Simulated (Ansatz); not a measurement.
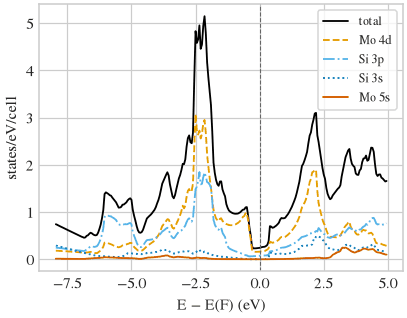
*Total and projected density of states of Si₂Mo (MoSi2 or CaC2 type, I4/mmm), DFT-PBE in the program Ansatz with PAW potentials*

Question: Which orbitals carry the states next to the Fermi level?

Answer: Within 0.5 eV of the Fermi level: Mo 4d 73 %, Si 3p 20 %. Projections are on Löwdin-orthogonalised atomic valence shells; empty p or d shells of many metals are not among them.

Question: Where is the tallest occupied peak in this window, and what makes it?

Answer: Near -2.1 eV, about 5.1 states/eV per cell; the largest projected share is Mo 4d.

The PBE relaxation kept the symmetry of its start. The run is not spin-polarised. Scalar-relativistic: spin–orbit coupling is off unless named, which matters more the heavier the elements.

Potentials: the later of the program's two PAW sets.
